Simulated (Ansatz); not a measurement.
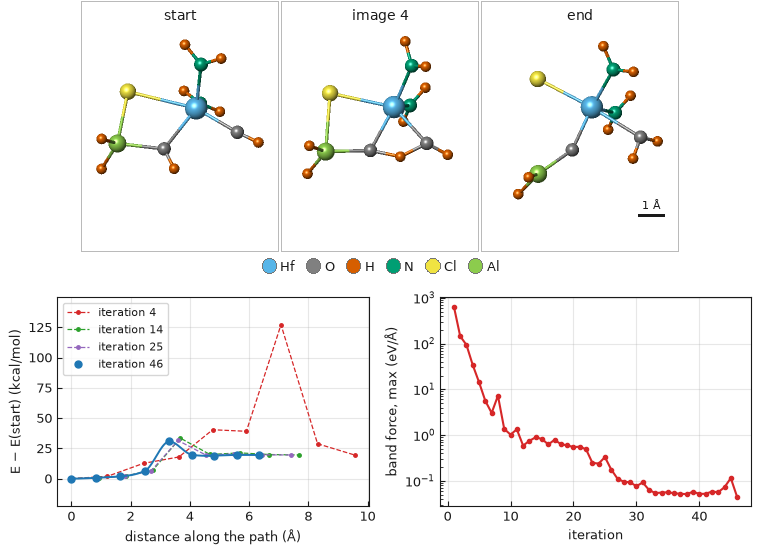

NEB run on HfAlN2H8O2Cl. Images are numbered from 0 (start) to 8 (end). The plot follows the band through its iterations. Style: ball-and-stick. Shown from a free direction.

All numbers below come from RHF/def2-SVP in Ansatz. Set-up: 7 movable images; climbing image; force threshold 0.05 eV/Å; iteration limit 60; starting path through a guess of the saddle point.

**How did the profile develop, and is the result final?**

The result is final at these settings. The band converged in 46 iterations. The largest component of the band force went from 640 to 0.045 eV/Å. The climbing image converged on the top of the path. Its vibrational analysis gives one imaginary mode (1559i cm⁻¹), as a transition state must have. The first iteration put the highest image at 2065.4 kcal/mol. Forward barrier 30.7 kcal/mol, backward barrier 11.1 kcal/mol, with image 4 at the top; the reaction energy is +19.5 kcal/mol.

Limits of the set-up: Hartree-Fock leaves out electron correlation.
